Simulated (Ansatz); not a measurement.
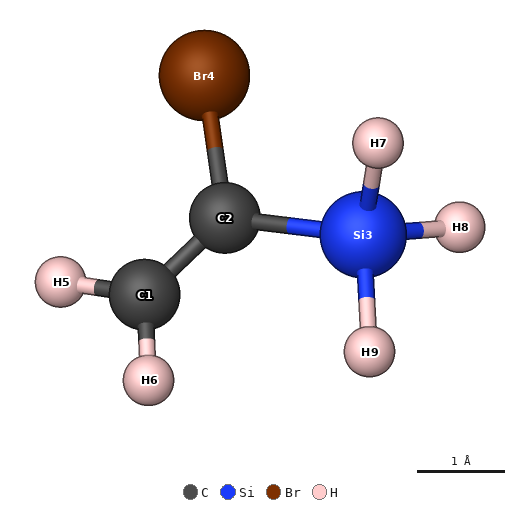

Starting structure of C₂H₅BrSi (coarse preliminary run). A ball-and-stick model, seen at a tilt.

The start comes from a force field.

Computed with Ansatz 0.2.0, RKS PBE-D4/def2-SVP.

The input:
```yaml
crystal:
  periodic: [false, false, false]
  atoms:
    - {symbol: C, position_ang: [-0.442100, 1.350500, -0.511900]}
    - {symbol: C, position_ang: [-0.192200, 0.088300, -0.620300]}
    - {symbol: Si, position_ang: [0.394700, -0.944000, 0.770300]}
    - {symbol: Br, position_ang: [-0.302100, -0.806400, -2.256700]}
    - {symbol: H, position_ang: [-0.847100, 1.949700, -1.399900]}
    - {symbol: H, position_ang: [-0.392100, 1.962400, 0.406100]}
    - {symbol: H, position_ang: [1.800400, -1.494400, 0.484100]}
    - {symbol: H, position_ang: [-0.468700, -2.050200, 1.052900]}
    - {symbol: H, position_ang: [0.537700, -0.102200, 2.058300]}
basis:
  gaussian: {orbitals: def2-SVP}
hamiltonian: {xc: pbe, dispersion: d4}
relax: {f_tol: 0.03, max_steps: 200}
```

Command:
```bash
ansatz run in.yaml --threads 4 --pin off --events-out ev --progress --plain --max-ram 10444MiB
```

Question: Predict the outcome.

Answer: The energy falls by 0.312 eV in 4 geometry steps. The largest force component goes from 4.5 to 0.017 eV/Å. The atom that moves furthest after the best rigid fit is C1 (0.085 Å). By element the largest moves are C 0.085 Å, Si 0.077 Å, H 0.057 Å, Br 0.044 Å. Some distances before and after: Si3–H8 1.431 → 1.502 Å, C2–Si3 1.829 → 1.888 Å, C1–C2 1.291 → 1.345 Å, C2–Br4 1.868 → 1.921 Å. Bond angles that change, for instance: C2–C1–H6 127.1° → 119.5°, H5–C1–H6 111.8° → 117.8°, H7–Si3–H9 105.4° → 110.0°. Cost: 6 s on 4 threads of Arm Neoverse V1, on a shared host.

Final geometry:

```xyz
9

C    -0.4860    1.4153   -0.5448
C    -0.1670    0.1100   -0.6088
Si    0.4529   -0.9566    0.8198
Br   -0.3240   -0.8428   -2.2694
H    -0.8406    1.9860   -1.4181
H    -0.3943    1.9496    0.4154
H     1.8110   -1.5057    0.4872
H    -0.4941   -2.1005    1.0460
H     0.5306   -0.1016    2.0555
```

After the run, drawn alike:

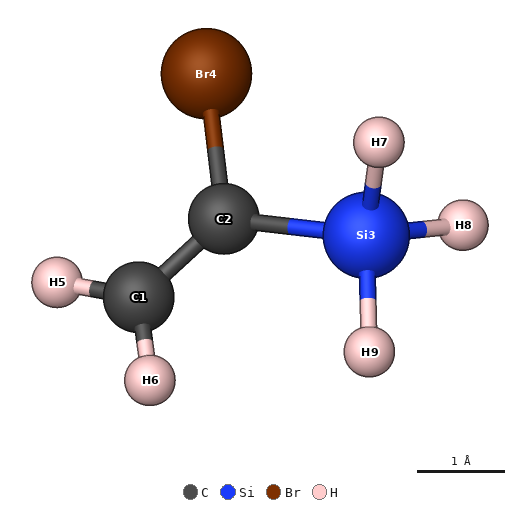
